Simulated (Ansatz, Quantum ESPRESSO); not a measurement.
# Screening and band shifts of 1T-TiO2, 2 layers, AB stacking, part 3 of 6

How does 1T-TiO2, 2 layers, AB stacking respond to a gate-like field without added charge?

Quantum ESPRESSO 7.5; plane-wave DFT, PBE, GBRV ultrasoft pseudopotentials; geometry and cross-check by Ansatz 0.2.0 with PAW datasets.

So far. Step 3 (Ground state: no field): The run needed 16 iterations to bring the estimated error under 1e-09 Ry; the largest force on any atom, held or free, is 0.11 eV/Å. Step 4 (Potential by pp.x): The vacuum is flat to 0.1 meV/Å, so its level is well defined. Inside the slab the curve depends on the local part of the pseudopotentials; only the vacuum level has a meaning of its own.

## 5. Band structure: no field

A bands run reads the converged density and follows the path given under K_POINTS.

File f0.bands.in:

```
&control
  prefix = 'f0.bands'
  outdir = './out'
  pseudo_dir = './pseudo'
  calculation = 'bands'
  tefield = .true.
  dipfield = .true.
/
&system
  ibrav = 0
  nat = 6
  ntyp = 2
  ecutwfc = 40
  ecutrho = 200
  occupations = 'smearing'
  smearing = 'fd'
  degauss = 0.004
  edir = 3
  emaxpos = 0.97
  eopreg = 0.04
  eamp = 0.0
  nbnd = 30
/
&electrons
  conv_thr = 1e-07
  mixing_beta = 0.4
  electron_maxstep = 120
  mixing_mode = 'local-TF'
/
ATOMIC_SPECIES
  O   15.9990  o_pbe_v1.2.uspp.F.UPF
  Ti  47.8670  ti_pbe_v1.4.uspp.F.UPF
CELL_PARAMETERS angstrom
  2.97868159355487 0.00000000000000 -0.00000000000000
  -1.48934079677743 2.57961392980363 -0.00000000000000
  -0.00000000000000 -0.00000000000000 25.22238424610000
ATOMIC_POSITIONS crystal
  O   0.666666666667 0.333333333333 0.372536521195
  Ti  0.000000000000 0.000000000000 0.410959576674
  O   0.333333333333 0.666666666667 0.449108319241
  O   -0.000000000000 -0.000000000000 0.550891685794
  Ti  0.333333333333 0.666666666667 0.589040409055
  O   0.666666666667 0.333333333333 0.627463488042
K_POINTS crystal_b
4
  0.0000000000 0.0000000000 0.0000000000 14
  0.5000000000 0.0000000000 0.0000000000 14
  0.3333333333 0.3333333333 0.0000000000 14
  0.0000000000 0.0000000000 0.0000000000 1
```

Started as:

```sh
$ cp -r out/f0.save out/f0.bands.save
$ cp out/f0.xml out/f0.bands.xml
$ OMP_NUM_THREADS=1 mpirun -n 4 pw.x -nk 4 -in f0.bands.in > f0.bands.out
```

What it wrote:

```text
[banner, memory and clock lines left out]
Program PWSCF v.7.5 starts

          URL

     Presently no symmetry can be used with electric field

     Atomic positions and unit cell read from directory:
     ./out/f0.bands.save/

     G-vector sticks info

     bravais-lattice index     =            0
     lattice parameter (alat)  =       5.6289  a.u.
     unit-cell volume          =    1307.8608 (a.u.)^3
     number of atoms/cell      =            6
     number of atomic types    =            2
     number of electrons       =        48.00
     number of Kohn-Sham states=           30
     kinetic-energy cutoff     =      40.0000  Ry
     charge density cutoff     =     200.0000  Ry
     Exchange-correlation=  SLA  PW   PBX  PBC
                           (   1   4   3   4   0   0   0)

     celldm(1)=   5.628892  celldm(2)=   0.000000  celldm(3)=   0.000000
     celldm(4)=   0.000000  celldm(5)=   0.000000  celldm(6)=   0.000000

     crystal axes: (cart. coord. in units of alat)
               a(1) = (   1.000000   0.000000  -0.000000 )
               a(2) = (  -0.500000   0.866025  -0.000000 )
               a(3) = (  -0.000000  -0.000000   8.467634 )

     reciprocal axes: (cart. coord. in units 2 pi/alat)
               b(1) = (  1.000000  0.577350  0.000000 )
               b(2) = (  0.000000  1.154701  0.000000 )
               b(3) = (  0.000000  0.000000  0.118097 )

     PseudoPot. # 1 for O  read from file:
     ./pseudo/o_pbe_v1.2.uspp.F.UPF
     Pseudo is Ultrasoft + core correction, Zval =  6.0
     Generated by new atomic code, or converted to UPF format
     Using radial grid of  737 points,  5 beta functions with:
                l(1) =   0
                l(2) =   0
                l(3) =   1
                l(4) =   1
                l(5) =   2
     Q(r) pseudized with  8 coefficients,  rinner =    0.900   0.900   0.900
                                                       0.900   0.900

     PseudoPot. # 2 for Ti read from file:
     ./pseudo/ti_pbe_v1.4.uspp.F.UPF
     Pseudo is Ultrasoft + core correction, Zval = 12.0
     Generated by new atomic code, or converted to UPF format
     Using radial grid of  851 points,  6 beta functions with:
                l(1) =   0
                l(2) =   0
                l(3) =   1
                l(4) =   1
                l(5) =   2
                l(6) =   2
     Q(r) pseudized with  6 coefficients,  rinner =    1.000   1.000   1.000
                                                       1.000   1.000

     atomic species   valence    mass     pseudopotential
     O                 6.00    15.99900     O ( 1.00)
     Ti               12.00    47.86700     Ti( 1.00)

     No symmetry found

   Cartesian axes

     site n.     atom                  positions (alat units)
         1        O      tau(   1) = (   0.5000000   0.2886751   3.1545028  )
         2        Ti     tau(   2) = (   0.0000000   0.0000000   3.4798551  )
         3        O      tau(   3) = (  -0.0000000   0.5773503   3.8028847  )
         4        O      tau(   4) = (   0.0000000  -0.0000000   4.6647489  )
         5        Ti     tau(   5) = (  -0.0000000   0.5773503   4.9877783  )
         6        O      tau(   6) = (   0.5000000   0.2886751   5.3131309  )

     number of k points=    43  Fermi-Dirac smearing, width (Ry)=  0.0040
                       cart. coord. in units 2pi/alat
        k(    1) = (   0.0000000   0.0000000   0.0000000), wk =   0.0465116
        k(    2) = (   0.0357143   0.0206197   0.0000000), wk =   0.0465116
        k(    3) = (   0.0714286   0.0412393   0.0000000), wk =   0.0465116
        k(    4) = (   0.1071429   0.0618590   0.0000000), wk =   0.0465116
        k(    5) = (   0.1428571   0.0824786   0.0000000), wk =   0.0465116
        k(    6) = (   0.1785714   0.1030983   0.0000000), wk =   0.0465116
        k(    7) = (   0.2142857   0.1237179   0.0000000), wk =   0.0465116
        k(    8) = (   0.2500000   0.1443376   0.0000000), wk =   0.0465116
        k(    9) = (   0.2857143   0.1649572   0.0000000), wk =   0.0465116
        k(   10) = (   0.3214286   0.1855769   0.0000000), wk =   0.0465116
        k(   11) = (   0.3571429   0.2061965   0.0000000), wk =   0.0465116
        k(   12) = (   0.3928571   0.2268162   0.0000000), wk =   0.0465116
        k(   13) = (   0.4285714   0.2474358   0.0000000), wk =   0.0465116
        k(   14) = (   0.4642857   0.2680555   0.0000000), wk =   0.0465116
        k(   15) = (   0.5000000   0.2886751   0.0000000), wk =   0.0465116
        k(   16) = (   0.4880952   0.3092948   0.0000000), wk =   0.0465116
        k(   17) = (   0.4761905   0.3299144   0.0000000), wk =   0.0465116
        k(   18) = (   0.4642857   0.3505341   0.0000000), wk =   0.0465116
        k(   19) = (   0.4523810   0.3711537   0.0000000), wk =   0.0465116
        k(   20) = (   0.4404762   0.3917734   0.0000000), wk =   0.0465116
        k(   21) = (   0.4285714   0.4123930   0.0000000), wk =   0.0465116
        k(   22) = (   0.4166667   0.4330127   0.0000000), wk =   0.0465116
        k(   23) = (   0.4047619   0.4536324   0.0000000), wk =   0.0465116
        k(   24) = (   0.3928571   0.4742520   0.0000000), wk =   0.0465116
        k(   25) = (   0.3809524   0.4948717   0.0000000), wk =   0.0465116
        k(   26) = (   0.3690476   0.5154913   0.0000000), wk =   0.0465116
        k(   27) = (   0.3571429   0.5361110   0.0000000), wk =   0.0465116
        k(   28) = (   0.3452381   0.5567306   0.0000000), wk =   0.0465116
        k(   29) = (   0.3333333   0.5773503   0.0000000), wk =   0.0465116
        k(   30) = (   0.3095238   0.5361110   0.0000000), wk =   0.0465116
        k(   31) = (   0.2857143   0.4948717   0.0000000), wk =   0.0465116
        k(   32) = (   0.2619048   0.4536324   0.0000000), wk =   0.0465116
        k(   33) = (   0.2380952   0.4123930   0.0000000), wk =   0.0465116
        k(   34) = (   0.2142857   0.3711537   0.0000000), wk =   0.0465116
        k(   35) = (   0.1904762   0.3299144   0.0000000), wk =   0.0465116
        k(   36) = (   0.1666667   0.2886751   0.0000000), wk =   0.0465116
        k(   37) = (   0.1428571   0.2474358   0.0000000), wk =   0.0465116
        k(   38) = (   0.1190476   0.2061965   0.0000000), wk =   0.0465116
        k(   39) = (   0.0952381   0.1649572   0.0000000), wk =   0.0465116
        k(   40) = (   0.0714286   0.1237179   0.0000000), wk =   0.0465116
        k(   41) = (   0.0476190   0.0824786   0.0000000), wk =   0.0465116
        k(   42) = (   0.0238095   0.0412393   0.0000000), wk =   0.0465116
        k(   43) = (   0.0000000   0.0000000   0.0000000), wk =   0.0465116

[...]
0.0352   0.2028   0.8965   0.9081   0.9696   0.9731

          k = 0.4286 0.4124 0.0000 (  5592 PWs)   bands (ev):

   -59.1389 -59.1388 -35.7681 -35.7680 -35.3987 -35.3986 -35.3530 -35.3527
   -19.3375 -19.3084 -18.7669 -18.7450  -7.2490  -7.0574  -6.1877  -6.1265
    -5.2112  -4.9118  -4.8453  -4.7457  -4.4310  -4.3144  -3.7924  -3.5243
     0.0503   0.2040   0.9118   0.9272   0.9905   0.9908

          k = 0.4167 0.4330 0.0000 (  5588 PWs)   bands (ev):

   -59.1379 -59.1378 -35.7539 -35.7538 -35.4233 -35.4232 -35.3515 -35.3512
   -19.2979 -19.2708 -18.7934 -18.7737  -7.1541  -6.9634  -6.2542  -6.1845
    -5.1818  -4.9219  -4.8848  -4.7885  -4.4599  -4.3016  -3.8316  -3.5480
     0.0583   0.1959   0.9307   0.9490   1.0120   1.0160

          k = 0.4048 0.4536 0.0000 (  5570 PWs)   bands (ev):

   -59.1369 -59.1368 -35.7379 -35.7378 -35.4498 -35.4497 -35.3499 -35.3496
   -19.2554 -19.2306 -18.8221 -18.8050  -7.0501  -6.8608  -6.3122  -6.2351
    -5.2155  -5.0696  -4.8927  -4.7058  -4.4609  -4.2889  -3.8749  -3.5803
     0.0589   0.1791   0.9528   0.9729   1.0359   1.0428

          k = 0.3929 0.4743 0.0000 (  5564 PWs)   bands (ev):

   -59.1359 -59.1358 -35.7202 -35.7201 -35.4777 -35.4776 -35.3483 -35.3481
   -19.2112 -19.1891 -18.8523 -18.8380  -6.9404  -6.7529  -6.3612  -6.2778
    -5.3110  -5.2249  -4.8540  -4.6221  -4.4456  -4.2808  -3.9191  -3.6219
     0.0534   0.1553   0.9776   0.9979   1.0598   1.0685

          k = 0.3810 0.4949 0.0000 (  5572 PWs)   bands (ev):

   -59.1349 -59.1348 -35.7011 -35.7010 -35.5063 -35.5062 -35.3468 -35.3466
   -19.1668 -19.1477 -18.8832 -18.8719  -6.8294  -6.6444  -6.4007  -6.3122
    -5.4313  -5.3747  -4.7919  -4.5458  -4.4227  -4.2829  -3.9583  -3.6727
     0.0443   0.1272   1.0042   1.0226   1.0812   1.0900

          k = 0.3690 0.5155 0.0000 (  5560 PWs)   bands (ev):

   -59.1341 -59.1340 -35.6807 -35.6806 -35.5348 -35.5347 -35.3456 -35.3454
   -19.1237 -19.1079 -18.9137 -18.9058  -6.7242  -6.5427  -6.4294  -6.3373
    -5.5511  -5.5112  -4.7194  -4.4805  -4.3981  -4.3021  -3.9835  -3.7314
     0.0347   0.0978   1.0313   1.0457   1.0977   1.1052

          k = 0.3571 0.5361 0.0000 (  5534 PWs)   bands (ev):

   -59.1334 -59.1333 -35.6592 -35.6591 -35.5627 -35.5626 -35.3445 -35.3444
   -19.0837 -19.0718 -18.9426 -18.9382  -6.6368  -6.4616  -6.4438  -6.3495
    -5.6532  -5.6251  -4.6415  -4.4307  -4.3760  -4.3423  -3.9863  -3.7957
     0.0275   0.0703   1.0573   1.0656   1.1077   1.1126

          k = 0.3452 0.5567 0.0000 (  5542 PWs)   bands (ev):

   -59.1330 -59.1329 -35.6369 -35.6367 -35.5892 -35.5891 -35.3439 -35.3438
   -19.0500 -19.0427 -18.9675 -18.9664  -6.5852  -6.4386  -6.4237  -6.3415
    -5.7201  -5.7045  -4.5610  -4.4157  -4.3859  -4.3601  -3.9642  -3.8612
     0.0257   0.0474   1.0804   1.0804   1.1104   1.1118

          k = 0.3333 0.5774 0.0000 (  5544 PWs)   bands (ev):

   -59.1329 -59.1328 -35.6149 -35.6148 -35.6126 -35.6124 -35.3436 -35.3435
   -19.0319 -19.0319 -18.9797 -18.9796  -6.5722  -6.4240  -6.4239  -6.3323
    -5.7376  -5.7376  -4.4816  -4.4816  -4.3822  -4.3542  -3.9205  -3.9205
     0.0319   0.0320   1.0867   1.0944   1.1077   1.1077

          k = 0.3095 0.5361 0.0000 (  5552 PWs)   bands (ev):

   -59.1336 -59.1334 -35.6546 -35.6545 -35.5664 -35.5663 -35.3447 -35.3446
   -19.0684 -19.0555 -18.9603 -18.9549  -6.5966  -6.4769  -6.4339  -6.3455
    -5.6719  -5.6563  -4.6432  -4.4179  -4.4154  -4.3233  -3.9742  -3.7886
     0.0319   0.0757   1.0581   1.0591   1.1005   1.1259

          k = 0.2857 0.4949 0.0000 (  5566 PWs)   bands (ev):

   -59.1358 -59.1357 -35.6814 -35.6813 -35.5188 -35.5187 -35.3481 -35.3479
   -19.1057 -19.0812 -18.9591 -18.9453  -6.6391  -6.5549  -6.4614  -6.3381
    -5.5437  -5.5369  -4.7966  -4.5266  -4.5012  -4.2693  -3.8811  -3.6250
     0.0814   0.1662   1.0001   1.0029   1.0737   1.1223

          k = 0.2619 0.4536 0.0000 (  5562 PWs)   bands (ev):

   -59.1397 -59.1396 -35.6915 -35.6914 -35.4727 -35.4725 -35.3539 -35.3536
   -19.1286 -19.0890 -18.9928 -18.9729  -6.6564  -6.5878  -6.4841  -6.3244
    -5.4789  -5.4316  -4.9154  -4.6422  -4.6116  -4.2900  -3.6903  -3.4503
     0.1775   0.2965   0.9441   0.9446   1.0205   1.0895

          k = 0.2381 0.4124 0.0000 (  5568 PWs)   bands (ev):

   -59.1454 -59.1453 -35.6835 -35.6833 -35.4306 -35.4303 -35.3610 -35.3606
   -19.1474 -19.0761 -19.0505 -19.0406  -6.6398  -6.5514  -6.4985  -6.3275
    -5.4815  -5.4093  -4.9826  -4.7069  -4.7061  -4.3558  -3.4714  -3.2803
     0.2994   0.4410   0.9070   0.9133   0.9439   1.0278

          k = 0.2143 0.3712 0.0000 (  5558 PWs)   bands (ev):

   -59.1526 -59.1525 -35.6575 -35.6573 -35.4010 -35.4004 -35.3616 -35.3613
   -19.2224 -19.1478 -19.0687 -19.0407  -6.6572  -6.4483  -6.4399  -6.3603
    -5.5421  -5.4952  -5.0100  -4.7259  -4.6961  -4.4516  -3.2551  -3.1322
     0.4089   0.5486   0.8421   0.9193   0.9327   0.9478

          k = 0.1905 0.3299 0.0000 (  5590 PWs)   bands (ev):

   -59.1612 -59.1611 -35.6150 -35.6149 -35.4016 -35.4006 -35.3383 -35.3382
   -19.3605 -19.2864 -19.0359 -18.9865  -6.7191  -6.4234  -6.3125  -6.2975
    -5.6596  -5.6379  -5.0298  -4.6337  -4.6332  -4.5307  -3.0631  -3.0259
     0.4690   0.5763   0.7268   0.8202   1.0038   1.0299

          k = 0.1667 0.2887 0.0000 (  5581 PWs)   bands (ev):

   -59.1707 -59.1705 -35.5591 -35.5589 -35.4151 -35.4140 -35.3082 -35.3081
   -19.5269 -19.4483 -18.9809 -18.9162  -6.7824  -6.4956  -6.1988  -6.1581
    -5.8592  -5.7391  -4.9955  -4.6678  -4.4589  -4.4140  -2.9810  -2.9154
     0.4733   0.5446   0.5971   0.6845   1.1076   1.1560

          k = 0.1429 0.2474 0.0000 (  5603 PWs)   bands (ev):

   -59.1805 -59.1804 -35.4938 -35.4937 -35.4314 -35.4302 -35.2808 -35.2807
   -19.7058 -19.6222 -18.9133 -18.8349  -6.8268  -6.5619  -6.1692  -6.1190
    -6.0663  -5.8118  -4.8351  -4.6393  -4.2395  -4.2051  -3.0111  -2.8293
     0.4322   0.4564   0.4754   0.5322   1.2129   1.2721

          k = 0.1190 0.2062 0.0000 (  5611 PWs)   bands (ev):

   -59.1902 -59.1901 -35.4481 -35.4467 -35.4242 -35.4241 -35.2576 -35.2575
   -19.8840 -19.7963 -18.8402 -18.7492  -6.8442  -6.6094  -6.2661  -6.2246
    -6.1918  -5.8864  -4.5450  -4.4558  -4.0001  -3.9634  -3.1152  -2.8127
     0.3093   0.3519   0.3706   0.3746   1.3037   1.3680

          k = 0.0952 0.1650 0.0000 (  5617 PWs)   bands (ev):

   -59.1991 -59.1990 -35.4638 -35.4622 -35.3562 -35.3561 -35.2389 -35.2388
   -20.0495 -19.9586 -18.7684 -18.6658  -6.8377  -6.6324  -6.4363  -6.3238
    -6.2990  -6.0006  -4.1809  -4.1525  -3.7673  -3.7121  -3.2696  -2.8587
     0.1627   0.2073   0.2398   0.2477   1.3755   1.4436

          k = 0.0714 0.1237 0.0000 (  5613 PWs)   bands (ev):

   -59.2068 -59.2067 -35.4772 -35.4756 -35.2956 -35.2955 -35.2245 -35.2244
   -20.1912 -20.0981 -18.7044 -18.5919  -6.8295  -6.6316  -6.5541  -6.4242
    -6.4012  -6.1274  -3.8151  -3.8049  -3.6096  -3.4739  -3.3818  -2.9455
     0.0270   0.0545   0.1043   0.1046   1.4278   1.4999

          k = 0.0476 0.0825 0.0000 (  5603 PWs)   bands (ev):

   -59.2126 -59.2125 -35.4876 -35.4858 -35.2477 -35.2476 -35.2144 -35.2143
   -20.2998 -20.2051 -18.6540 -18.5339  -6.8563  -6.6130  -6.5870  -6.5055
    -6.4831  -6.2388  -3.7573  -3.4813  -3.4219  -3.2848  -3.2745  -3.0413
    -0.0855  -0.0746  -0.0381  -0.0337   1.4618   1.5382

          k = 0.0238 0.0412 0.0000 (  5603 PWs)   bands (ev):

   -59.2163 -59.2161 -35.4941 -35.4923 -35.2171 -35.2169 -35.2085 -35.2084
   -20.3680 -20.2725 -18.6219 -18.4969  -6.8995  -6.5880  -6.5675  -6.5572
    -6.5359  -6.3177  -3.8734  -3.2468  -3.1849  -3.1718  -3.1444  -3.1100
    -0.1630  -0.1613  -0.1495  -0.1435   1.4801   1.5601

          k = 0.0000 0.0000 0.0000 (  5603 PWs)   bands (ev):

   -59.2175 -59.2174 -35.4963 -35.4945 -35.2065 -35.2065 -35.2064 -35.2064
   -20.3912 -20.2954 -18.6108 -18.4842  -6.9178  -6.5751  -6.5751  -6.5542
    -6.5542  -6.3479  -3.9206  -3.1687  -3.1334  -3.1334  -3.0916  -3.0916
    -0.1942  -0.1942  -0.1871  -0.1871   1.4858   1.5671

     XML data file, pseudopotentials, collected wavefunctions

                                        0.00s GPU  (     258 calls)
[key lines of the parts left out:]
Dipole field         -0.0000 Ry au,
```

It took 17 s on 4 MPI ranks of Arm Neoverse V2, shared host; peak memory 0.33 GiB.

This step gave:

* valence top, on the run's zero: -2.813 eV
* conduction bottom, on the run's zero: -0.1942 eV
* gap by band count: 2.619 eV

Band numbers count within the set of bands kept for display. Electronic bands along the path, in eV, zero at the highest filled level of the SCF mesh; v1 is the highest filled band, c1 the lowest empty one:

| point | v4 | v3 | v2 | v1 | c1 | c2 | c3 | c4 |
| --- | --- | --- | --- | --- | --- | --- | --- | --- |
| Γ | -0.31 | -0.31 | -0.27 | -0.27 | 2.63 | 2.63 | 2.63 | 2.63 |
| M | -1.35 | -1.27 | -0.86 | -0.67 | 2.77 | 2.97 | 3.68 | 3.69 |
| K | -1.56 | -1.53 | -1.10 | -1.10 | 2.85 | 2.85 | 3.91 | 3.91 |
| Γ | -0.31 | -0.31 | -0.27 | -0.27 | 2.63 | 2.63 | 2.63 | 2.63 |

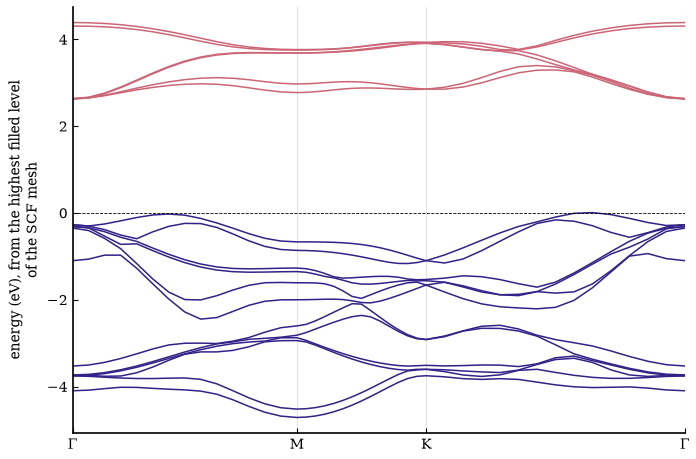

Electronic bands along the path; lines of filled and empty bands in two colours.

Along this path the valence top lies between K and Γ and the conduction bottom at Γ.

## 6. SCF with pw.x: field 0.1 V/Å

eamp is the field in Hartree atomic units (1 a.u. = 51.42 V/Å). With dipfield on, it is the field in the vacuum beside an isolated sheet. The run starts from the density of the one before.

File f1.in:

```
&control
  prefix = 'f1'
  outdir = './out'
  pseudo_dir = './pseudo'
  calculation = 'scf'
  tprnfor = .true.
  tefield = .true.
  dipfield = .true.
/
&system
  ibrav = 0
  nat = 6
  ntyp = 2
  ecutwfc = 40
  ecutrho = 200
  occupations = 'smearing'
  smearing = 'fd'
  degauss = 0.004
  edir = 3
  emaxpos = 0.97
  eopreg = 0.04
  eamp = 0.00194469
/
&electrons
  conv_thr = 1e-09
  mixing_beta = 0.4
  electron_maxstep = 120
  mixing_mode = 'plain'
  startingpot = 'file'
/
ATOMIC_SPECIES
  O   15.9990  o_pbe_v1.2.uspp.F.UPF
  Ti  47.8670  ti_pbe_v1.4.uspp.F.UPF
CELL_PARAMETERS angstrom
  2.97868159355487 0.00000000000000 -0.00000000000000
  -1.48934079677743 2.57961392980363 -0.00000000000000
  -0.00000000000000 -0.00000000000000 25.22238424610000
ATOMIC_POSITIONS crystal
  O   0.666666666667 0.333333333333 0.372536521195
  Ti  0.000000000000 0.000000000000 0.410959576674
  O   0.333333333333 0.666666666667 0.449108319241
  O   -0.000000000000 -0.000000000000 0.550891685794
  Ti  0.333333333333 0.666666666667 0.589040409055
  O   0.666666666667 0.333333333333 0.627463488042
K_POINTS automatic
  12 12 1 0 0 0
```

Started as:

```sh
$ cp -r out/f0.save out/f1.save
$ OMP_NUM_THREADS=1 mpirun -n 4 pw.x -nk 4 -in f1.in > f1.out
```

What it wrote:

```text
[banner, memory and clock lines left out]
Program PWSCF v.7.5 starts
[...]
number of electrons       =        48.00
     number of Kohn-Sham states=           29
     kinetic-energy cutoff     =      40.0000  Ry
     charge density cutoff     =     200.0000  Ry
[...]
number of k points=    74  Fermi-Dirac smearing, width (Ry)=  0.0040
[...]
Dense  grid:    62531 G-vectors     FFT dimensions: (  25,  25, 216)
[...]
The initial density is read from file :
[...]
negative rho (up, down):  6.949E-03 0.000E+00
[...]
Starting wfcs are   36 randomized atomic wfcs
[...]
negative rho (up, down):  6.949E-03 0.000E+00
[...]
estimated scf accuracy    <       0.00294501 Ry
[...]
negative rho (up, down):  6.948E-03 0.000E+00
[...]
estimated scf accuracy    <       0.01072159 Ry
[...]
negative rho (up, down):  6.948E-03 0.000E+00
[...]
estimated scf accuracy    <       0.00006779 Ry
[...]
negative rho (up, down):  6.948E-03 0.000E+00
[...]
estimated scf accuracy    <       0.00006342 Ry
[...]
negative rho (up, down):  6.948E-03 0.000E+00
[...]
estimated scf accuracy    <       0.00003006 Ry
[...]
negative rho (up, down):  6.948E-03 0.000E+00
[...]
estimated scf accuracy    <       0.00000076 Ry
[...]
negative rho (up, down):  6.948E-03 0.000E+00
[...]
estimated scf accuracy    <       0.00000061 Ry
[...]
negative rho (up, down):  6.948E-03 0.000E+00
[...]
estimated scf accuracy    <       0.00000005 Ry
[...]
negative rho (up, down):  6.948E-03 0.000E+00
[...]
Computed dipole along edir(3) :
        Dipole                0.0486 Ry au,          0.1234 Debye
        Dipole field          0.0005 Ry au,
        E field amplitude [Ha a.u.]:  1.9447E-03
        Potential amp.        0.1353 Ry
        Total length         45.7569 bohr
[...]
the Fermi energy is    -1.3751 ev
!    total energy              =    -368.39886311 Ry
     estimated scf accuracy    <          7.7E-10 Ry
     smearing contrib. (-TS)   =      -0.00000000 Ry
     internal energy E=F+TS    =    -368.39886311 Ry
[...]
one-electron contribution =   -3966.31422697 Ry
     hartree contribution      =    1986.62512407 Ry
     xc contribution           =     -65.24375071 Ry
     ewald contribution        =    1676.53415672 Ry
     electric field correction =      -0.00016622 Ry
     convergence has been achieved in   9 iterations
     negative rho (up, down):  6.948E-03 0.000E+00
[...]
Total force =     0.008176     Total SCF correction =     0.000093
[...]
```

The job ended after 52 s (4 MPI ranks; peak memory 0.6 GiB).

This step gave:

| Quantity | Value |
| --- | --- |
| free energy | -5012.3219 eV |
| Fermi energy | -1.375 eV |
| dipole along the normal | 0.02569 e·Å |
| valence top, on the run's zero | -2.783 eV |
| conduction bottom, on the run's zero | -0.2450 eV |
| gap by band count | 2.538 eV |

The dipole goes from -0.0000 to 0.0257 e Å, 0.2569 e Å per V/Å.

[end of part 3 of 6]

[Logs are printed without paths, hosts, clocks, repeated set-up lines and the standing remarks that a program may print on its own settings, such as how far it seeks lower states.]

[Hosts, paths, dates, database ids (printed as entryN), source tags and the programs' standing remarks are cut or masked in the printed files.]

[Maps of the electrostatic potential energy from Ansatz leave out the sawtooth potential of an applied field or a dipole correction, so their vacuum need not be flat; planar profiles and work functions include it.]
